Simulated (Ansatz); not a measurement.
# AlHO2 (singlet): PBE, r2SCAN, PBE0, B3LYP, wB97M-V, B2PLYP, RPA-PBE over vertical spin and charge gaps, cc-pVTZ, part 2 of 2

Ansatz 0.2.0, Gaussian basis; cc-pVTZ, all electrons in the functionals, frozen cores in the correlation of double hybrids and RPA. Earlier steps stand in the parts before.

**14. wB97M-V, charge 0, singlet**

The input, in.yaml:

```yaml
crystal:
  periodic: [false, false, false]
  atoms:
    - {symbol: O, position_ang: [0.000000, 0.000000, -2.248625]}
    - {symbol: Al, position_ang: [0.000000, 0.000000, -0.653025]}
    - {symbol: O, position_ang: [0.000000, 0.000000, 0.977875]}
    - {symbol: H, position_ang: [0.000000, 0.000000, 1.923775]}
basis:
  gaussian: {orbitals: cc-pVTZ}
hamiltonian: {xc: {name: wB97M-V}}
output: {orbitals: {seedname: orbitals}}
```

On the command line:

```console
$ ansatz run in.yaml --threads 1 --pin off --events-out ev --progress --plain --max-ram 4096MiB --backend cpu
```

Output, cut to the lines that bear on the results:

```text
Functional definition: wB97M-V
  name "wB97M-V"
  cite "Mardirossian & Head-Gordon, J. Chem. Phys. 144, 214110 (2016) doi:10.1063/1.4952647"
  cite "Becke, J. Chem. Phys. 107, 8554 (1997) doi:10.1063/1.475007"
  cite "Vydrov & Van Voorhis, J. Chem. Phys. 133, 244103 (2010) doi:10.1063/1.3521275"
  # Of w^i u^j: cxij and so on, Table III.
[...]
  gx(w, u) = 1 - cx + cx01*u + cx10*w
  gss(w, u) = css00 + css04*u^4 + css10*w + css20*w^2 + css43*w^4*u^3
  gos(w, u) = cos00 + cos10*w + (cos20 + cos21*u)*w^2 + (cos60 + cos61*u)*w^6
[...]
      + integral(e_c_pw_mod_opposite_spin*gos(b97_w_opposite, b97_u_opposite)) + vv10(b, c)
667 factors; their error is unknown
138 factors; integrals over basis functions are off by at most 7.0e-5 eV
[...]
mean field -10708.39343789 eV, -393.5262004328 hartree, gradient 4.9e-5 eV, S^2 0.000000; 0 other end points of the search recorded, 0 dependent functions left out
reference -10708.39348389 eV, -393.5262021230 hartree; 15, 15 occupied and 93, 93 virtual orbitals, 667 factors
Total energy: -10708.39348389 eV, -393.5262021230 hartree
```

Run time: 4 s. Hardware: 1 thread of AMD EPYC 7R13, shared host.

**15. wB97M-V, charge 0, triplet**

in.yaml: that of step 14 with these lines changed.

```diff
@@ -9,3 +9,4 @@
   gaussian: {orbitals: cc-pVTZ}
+magnetization: {spin_polarized: true, initial_magnetization: 2}
 hamiltonian: {xc: {name: wB97M-V}}
-output: {orbitals: {seedname: orbitals}}
+output: {forces: true, orbitals: {seedname: orbitals}}
```

On the command line:

```console
$ ansatz run in.yaml --threads 2 --pin off --events-out ev --progress --plain --max-ram 24576MiB --backend cuda --devices 0, --max-vram 18GiB
```

Output, cut to the lines that bear on the results:

```text
Functional definition: wB97M-V
  name "wB97M-V"
  cite "Mardirossian & Head-Gordon, J. Chem. Phys. 144, 214110 (2016) doi:10.1063/1.4952647"
  cite "Becke, J. Chem. Phys. 107, 8554 (1997) doi:10.1063/1.475007"
  cite "Vydrov & Van Voorhis, J. Chem. Phys. 133, 244103 (2010) doi:10.1063/1.3521275"
  # Of w^i u^j: cxij and so on, Table III.
[...]
  gx(w, u) = 1 - cx + cx01*u + cx10*w
  gss(w, u) = css00 + css04*u^4 + css10*w + css20*w^2 + css43*w^4*u^3
  gos(w, u) = cos00 + cos10*w + (cos20 + cos21*u)*w^2 + (cos60 + cos61*u)*w^6
[...]
      + integral(e_c_pw_mod_opposite_spin*gos(b97_w_opposite, b97_u_opposite)) + vv10(b, c)
667 factors; their error is unknown
138 factors; integrals over basis functions are off by at most 7.0e-5 eV
[...]
mean field -10705.33961316 eV, -393.4139744439 hartree, gradient 3.4e-5 eV, S^2 2.002742; 1 other end points of the search recorded, 0 dependent functions left out
[...]
reference -10705.33965464 eV, -393.4139759682 hartree; 16, 14 occupied and 92, 94 virtual orbitals, 667 factors
Total energy: -10705.33965464 eV, -393.4139759682 hartree
Atom 0 at     0.000000     0.000000    -2.248625 Å, force    -0.000000     0.000000    -6.112932 eV/Å
Atom 1 at     0.000000     0.000000    -0.653025 Å, force     0.000000    -0.000000     4.714574 eV/Å
Atom 2 at     0.000000     0.000000     0.977875 Å, force     0.000000     0.000000     1.005202 eV/Å
Atom 3 at     0.000000     0.000000     1.923775 Å, force     0.000000    -0.000000     0.393157 eV/Å
Dipole moment:     0.000000     0.000000     0.382714 e Å
```

Wall time 11 s (1 × H100 (card shared with other runs) with 2 threads of AMD EPYC 7R13, shared host); peak host memory 0.86 GiB.

From the report: ⟨S²⟩ of the determinant 2.003 (pure triplet: 2.00).

From charge 0, singlet: +70.4 kcal/mol.

**16. wB97M-V, charge 1, doublet**

in.yaml: that of step 15 with these lines changed.

```diff
@@ -9,4 +9,5 @@
   gaussian: {orbitals: cc-pVTZ}
-magnetization: {spin_polarized: true, initial_magnetization: 2}
+total_charge: 1
+magnetization: {spin_polarized: true, initial_magnetization: 1}
 hamiltonian: {xc: {name: wB97M-V}}
-output: {forces: true, orbitals: {seedname: orbitals}}
+output: {orbitals: {seedname: orbitals}}
```

The command is unchanged.

Output, cut to the lines that bear on the results:

```text
Functional definition: wB97M-V
  name "wB97M-V"
  cite "Mardirossian & Head-Gordon, J. Chem. Phys. 144, 214110 (2016) doi:10.1063/1.4952647"
  cite "Becke, J. Chem. Phys. 107, 8554 (1997) doi:10.1063/1.475007"
  cite "Vydrov & Van Voorhis, J. Chem. Phys. 133, 244103 (2010) doi:10.1063/1.3521275"
  # Of w^i u^j: cxij and so on, Table III.
[...]
  gx(w, u) = 1 - cx + cx01*u + cx10*w
  gss(w, u) = css00 + css04*u^4 + css10*w + css20*w^2 + css43*w^4*u^3
  gos(w, u) = cos00 + cos10*w + (cos20 + cos21*u)*w^2 + (cos60 + cos61*u)*w^6
[...]
      + integral(e_c_pw_mod_opposite_spin*gos(b97_w_opposite, b97_u_opposite)) + vv10(b, c)
667 factors; their error is unknown
138 factors; integrals over basis functions are off by at most 7.0e-5 eV
[...]
mean field -10698.66210455 eV, -393.1685805284 hartree, gradient 2.0e-5 eV, S^2 0.753124; 1 other end points of the search recorded, 0 dependent functions left out
reference -10698.66215098 eV, -393.1685822347 hartree; 15, 14 occupied and 93, 94 virtual orbitals, 667 factors
Total energy: -10698.66215098 eV, -393.1685822347 hartree
```

It took 9 s on 1 × H100 (card shared with other runs) with 2 threads of AMD EPYC 7R13, shared host; peak host memory 0.84 GiB.

From the report: ⟨S²⟩ of the determinant 0.753 (pure doublet: 0.75).

From charge 0, singlet: +224.4 kcal/mol.

**17. B2PLYP, charge 0, singlet**

in.yaml: that of step 16 with these lines changed.

```diff
@@ -9,5 +9,3 @@
   gaussian: {orbitals: cc-pVTZ}
-total_charge: 1
-magnetization: {spin_polarized: true, initial_magnetization: 1}
-hamiltonian: {xc: {name: wB97M-V}}
-output: {orbitals: {seedname: orbitals}}
+hamiltonian: {xc: {name: B2PLYP}}
+correlation: {electrons: outside_noble_gas}
```

On the command line:

```console
$ ansatz run in.yaml --threads 1 --pin off --events-out ev --progress --plain --max-ram 4096MiB --backend cpu
```

Output, cut to the lines that bear on the results:

```text
Functional definition: B2PLYP
  name "B2PLYP"
  cite "Grimme, J. Chem. Phys. 124, 034108 (2006) doi:10.1063/1.2148954"
  cite "Becke, Phys. Rev. A 38, 3098 (1988) doi:10.1103/PhysRevA.38.3098"
  cite "Lee, Yang & Parr, Phys. Rev. B 37, 785 (1988) doi:10.1103/PhysRevB.37.785"
[...]
661 factors; integrals over basis functions are off by at most 1.4e-3 eV
[...]
mean field -10699.33588502 eV, -393.1933415041 hartree, gradient 3.8e-6 eV, S^2 0.000000; 0 other end points of the search recorded, 0 dependent functions left out
7 core orbitals not correlated: weight in the atoms' cores, before any rotation towards them, 1.000 or more for the frozen orbitals, at most 0.000 for the correlated occupied ones
reference -10699.33601552 eV, -393.1933463000 hartree; 8, 8 occupied and 93, 93 virtual orbitals, 661 factors
second order -18.94977720 eV of doubles, -0.00000000 eV of singles
Total energy: -10704.45245537 eV, -393.3813719963 hartree
```

Wall time 2.7 s (1 thread of AMD EPYC 7R13, shared host).

**18. B2PLYP, charge 0, triplet**

in.yaml: that of step 17 with these lines changed.

```diff
@@ -9,2 +9,3 @@
   gaussian: {orbitals: cc-pVTZ}
+magnetization: {spin_polarized: true, initial_magnetization: 2}
 hamiltonian: {xc: {name: B2PLYP}}
```

On the command line:

```console
$ ansatz run in.yaml --threads 2 --pin off --events-out ev --progress --plain --max-ram 24576MiB --backend cuda --devices 0, --max-vram 18GiB
```

Output, cut to the lines that bear on the results:

```text
Functional definition: B2PLYP
  name "B2PLYP"
  cite "Grimme, J. Chem. Phys. 124, 034108 (2006) doi:10.1063/1.2148954"
  cite "Becke, Phys. Rev. A 38, 3098 (1988) doi:10.1103/PhysRevA.38.3098"
  cite "Lee, Yang & Parr, Phys. Rev. B 37, 785 (1988) doi:10.1103/PhysRevB.37.785"
[...]
661 factors; integrals over basis functions are off by at most 1.4e-3 eV
[...]
mean field -10696.88659695 eV, -393.1033318279 hartree, gradient 6.0e-6 eV, S^2 2.004990; 2 other end points of the search recorded, 0 dependent functions left out
7 core orbitals not correlated: weight in the atoms' cores, before any rotation towards them, 1.000 or more for the frozen orbitals, at most 0.000 for the correlated occupied ones
reference -10696.88672432 eV, -393.1033365087 hartree; 9, 7 occupied and 92, 94 virtual orbitals, 661 factors
second order -15.99336478 eV of doubles, -0.00000000 eV of singles
Total energy: -10701.20493282 eV, -393.2620277437 hartree
```

Run time: 8 s. Hardware: 1 × H100 (card shared with other runs) with 2 threads of AMD EPYC 7R13, shared host; peak host memory 0.77 GiB.

From the report: ⟨S²⟩ of the determinant 2.005 (pure triplet: 2.00).

From charge 0, singlet: +74.9 kcal/mol.

**19. B2PLYP, charge 1, doublet**

in.yaml: that of step 18 with these lines changed.

```diff
@@ -9,3 +9,4 @@
   gaussian: {orbitals: cc-pVTZ}
-magnetization: {spin_polarized: true, initial_magnetization: 2}
+total_charge: 1
+magnetization: {spin_polarized: true, initial_magnetization: 1}
 hamiltonian: {xc: {name: B2PLYP}}
```

The command is unchanged.

Output, cut to the lines that bear on the results:

```text
Functional definition: B2PLYP
  name "B2PLYP"
  cite "Grimme, J. Chem. Phys. 124, 034108 (2006) doi:10.1063/1.2148954"
  cite "Becke, Phys. Rev. A 38, 3098 (1988) doi:10.1103/PhysRevA.38.3098"
  cite "Lee, Yang & Parr, Phys. Rev. B 37, 785 (1988) doi:10.1103/PhysRevB.37.785"
[...]
661 factors; integrals over basis functions are off by at most 1.4e-3 eV
[...]
mean field -10690.35353075 eV, -392.8632460732 hartree, gradient 2.2e-6 eV, S^2 0.753864; 2 other end points of the search recorded, 0 dependent functions left out
7 core orbitals not correlated: weight in the atoms' cores, before any rotation towards them, 1.000 or more for the frozen orbitals, at most 0.000 for the correlated occupied ones
reference -10690.35365667 eV, -392.8632507006 hartree; 8, 7 occupied and 93, 94 virtual orbitals, 661 factors
second order -15.51757004 eV of doubles, -0.00000000 eV of singles
Total energy: -10694.54340058 eV, -393.0172209494 hartree
```

Wall time 6 s (1 × H100 (card shared with other runs) with 2 threads of AMD EPYC 7R13, shared host); peak host memory 0.77 GiB.

From the report: ⟨S²⟩ of the determinant 0.754 (pure doublet: 0.75).

From charge 0, singlet: +228.5 kcal/mol.

**20. RPA-PBE, charge 0, singlet**

in.yaml: that of step 19 with these lines changed.

```diff
@@ -9,5 +9,3 @@
   gaussian: {orbitals: cc-pVTZ}
-total_charge: 1
-magnetization: {spin_polarized: true, initial_magnetization: 1}
-hamiltonian: {xc: {name: B2PLYP}}
-correlation: {electrons: outside_noble_gas}
+hamiltonian: {xc: {name: PBE}}
+correlation: {method: rpa, electrons: outside_noble_gas}
```

On the command line:

```console
$ ansatz run in.yaml --threads 1 --pin off --events-out ev --progress --plain --max-ram 4096MiB --backend cpu
```

Output, cut to the lines that bear on the results:

```text
Functional definition: PBE
  name "PBE"
  cite "Perdew, Burke & Ernzerhof, Phys. Rev. Lett. 77, 3865 (1996) doi:10.1103/PhysRevLett.77.3865"
  parent pbe
[...]
661 factors; integrals over basis functions are off by at most 1.4e-3 eV
[...]
mean field -10701.98095132 eV, -393.2905458979 hartree, gradient 1.3e-6 eV, S^2 0.000000; 0 other end points of the search recorded, 0 dependent functions left out
7 core orbitals not correlated: weight in the atoms' cores, before any rotation towards them, 0.999 or more for the frozen orbitals, at most 0.000 for the correlated occupied ones
reference -10674.42138811 eV, -392.2777506305 hartree; 8, 8 occupied and 93, 93 virtual orbitals, 661 factors
Total energy: -10697.45409076 eV, -393.1241868408 hartree
```

Wall time 2.5 s (1 thread of AMD EPYC 7R13, shared host).

**21. RPA-PBE, charge 0, triplet**

in.yaml: that of step 20 with these lines changed.

```diff
@@ -9,2 +9,3 @@
   gaussian: {orbitals: cc-pVTZ}
+magnetization: {spin_polarized: true, initial_magnetization: 2}
 hamiltonian: {xc: {name: PBE}}
```

On the command line:

```console
$ ansatz run in.yaml --threads 2 --pin off --events-out ev --progress --plain --max-ram 24576MiB --backend cuda --devices 0, --max-vram 18GiB
```

Output, cut to the lines that bear on the results:

```text
Functional definition: PBE
  name "PBE"
  cite "Perdew, Burke & Ernzerhof, Phys. Rev. Lett. 77, 3865 (1996) doi:10.1103/PhysRevLett.77.3865"
  parent pbe
[...]
661 factors; integrals over basis functions are off by at most 1.4e-3 eV
[...]
mean field -10698.81710801 eV, -393.1742768006 hartree, gradient 5.5e-6 eV, S^2 2.003178; 8 other end points of the search recorded, 0 dependent functions left out
7 core orbitals not correlated: weight in the atoms' cores, before any rotation towards them, 0.999 or more for the frozen orbitals, at most 0.000 for the correlated occupied ones
reference -10672.71101759 eV, -392.2148956732 hartree; 9, 7 occupied and 92, 94 virtual orbitals, 661 factors
Total energy: -10694.40600706 eV, -393.0121718307 hartree
```

Run time: 14 s. Hardware: 1 × H100 (card shared with other runs) with 2 threads of AMD EPYC 7R13, shared host; peak host memory 0.85 GiB.

From the report: ⟨S²⟩ of the determinant 2.003 (pure triplet: 2.00).

From charge 0, singlet: +70.3 kcal/mol.

**22. RPA-PBE, charge 1, doublet**

in.yaml: that of step 21 with these lines changed.

```diff
@@ -9,3 +9,4 @@
   gaussian: {orbitals: cc-pVTZ}
-magnetization: {spin_polarized: true, initial_magnetization: 2}
+total_charge: 1
+magnetization: {spin_polarized: true, initial_magnetization: 1}
 hamiltonian: {xc: {name: PBE}}
```

The command is unchanged.

Output, cut to the lines that bear on the results:

```text
Functional definition: PBE
  name "PBE"
  cite "Perdew, Burke & Ernzerhof, Phys. Rev. Lett. 77, 3865 (1996) doi:10.1103/PhysRevLett.77.3865"
  parent pbe
[...]
661 factors; integrals over basis functions are off by at most 1.4e-3 eV
[...]
mean field -10691.96252252 eV, -392.9223754302 hartree, gradient 3.5e-6 eV, S^2 0.753256; 10 other end points of the search recorded, 0 dependent functions left out
7 core orbitals not correlated: weight in the atoms' cores, before any rotation towards them, 0.999 or more for the frozen orbitals, at most 0.000 for the correlated occupied ones
reference -10666.40287646 eV, -391.9830757624 hartree; 8, 7 occupied and 93, 94 virtual orbitals, 661 factors
Total energy: -10687.40659242 eV, -392.7549480870 hartree
```

It took 11 s on 1 × H100 (card shared with other runs) with 2 threads of AMD EPYC 7R13, shared host; peak host memory 0.83 GiB.

From the report: ⟨S²⟩ of the determinant 0.753 (pure doublet: 0.75).

From charge 0, singlet: +231.7 kcal/mol.

**23. Against the wave-function levels**

The yardstick is UCCSDT(Q), where the cluster series has nearly closed. It and the other wave-function rows come from earlier runs at the same points. Energies in kcal/mol, counted from charge 0, singlet; blanks weren't run or aren't comparable.

```csv
level,singlet to triplet,ionisation to the doublet cation
UCCSDT(Q),74.7,226.2
PBE,73.0,231.0
r2SCAN,68.3,225.8
PBE0,66.1,223.6
B3LYP,69.3,227.7
wB97M-V,70.4,224.4
B2PLYP,74.9,228.5
RPA-PBE,70.3,231.7
RHF,40.1,179.2
UHF,36.7,176.4
RMP2,84.1,233.3
UMP2,84.4,233.5
RCCSD,70.4,220.6
RCCSD(T),74.4,225.7
UCCSD(T),74.4,225.7
RCCSDT(Q),74.8,226.3
```

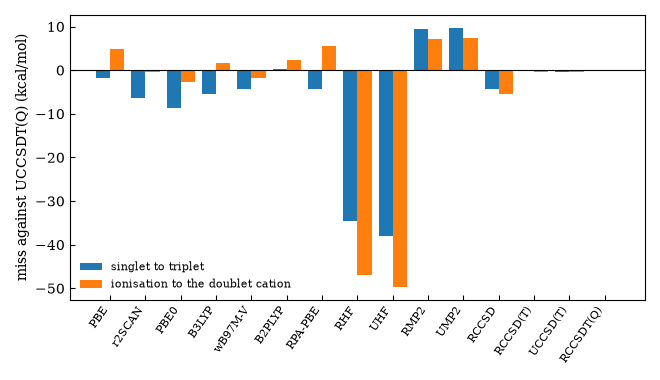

Misses of the gaps against UCCSDT(Q).

Largest miss and mean time a point (UCCSDT(Q) took 97 s a point; shared hosts):

```csv
level,largest miss (kcal/mol),where,time a point
PBE,+4.8,ionisation to the doublet cation,7.2 s
r2SCAN,-6.4,singlet to triplet,7.8 s
PBE0,-8.6,singlet to triplet,6.3 s
B3LYP,-5.4,singlet to triplet,5.9 s
wB97M-V,-4.3,singlet to triplet,8 s
B2PLYP,+2.3,ionisation to the doublet cation,5.6 s
RPA-PBE,+5.5,ionisation to the doublet cation,9.2 s
RHF,-47.0,ionisation to the doublet cation,
UHF,-49.7,ionisation to the doublet cation,
RMP2,+9.4,singlet to triplet,
UMP2,+9.7,singlet to triplet,
RCCSD,-5.6,ionisation to the doublet cation,
RCCSD(T),-0.5,ionisation to the doublet cation,6.8 s
UCCSD(T),-0.5,ionisation to the doublet cation,20 s
RCCSDT(Q),+0.1,singlet to triplet,100 s
```

**24. Results**

What follows sums up all 2 parts.

| quantity | value |
| --- | --- |
| singlet to triplet, UCCSDT(Q) | 74.7 kcal/mol |
| ionisation to the doublet cation, UCCSDT(Q) | 226.2 kcal/mol |
| largest miss, PBE | +4.8 kcal/mol (ionisation to the doublet cation) |
| largest miss, r2SCAN | -6.4 kcal/mol (singlet to triplet) |
| largest miss, PBE0 | -8.6 kcal/mol (singlet to triplet) |
| largest miss, B3LYP | -5.4 kcal/mol (singlet to triplet) |
| largest miss, wB97M-V | -4.3 kcal/mol (singlet to triplet) |
| largest miss, B2PLYP | +2.3 kcal/mol (ionisation to the doublet cation) |
| largest miss, RPA-PBE | +5.5 kcal/mol (ionisation to the doublet cation) |
| largest miss, RCCSD(T) | -0.5 kcal/mol (ionisation to the doublet cation) |
| largest miss, UCCSD(T) | -0.5 kcal/mol (ionisation to the doublet cation) |

In words: Of the functionals, B2PLYP keep the smallest largest miss at the points compared (at most 2.3 kcal/mol) and PBE0 strays most (8.6 kcal/mol, at singlet to triplet). Functionals and the yardstick converge differently with the basis, so part of each miss in cc-pVTZ is the basis.
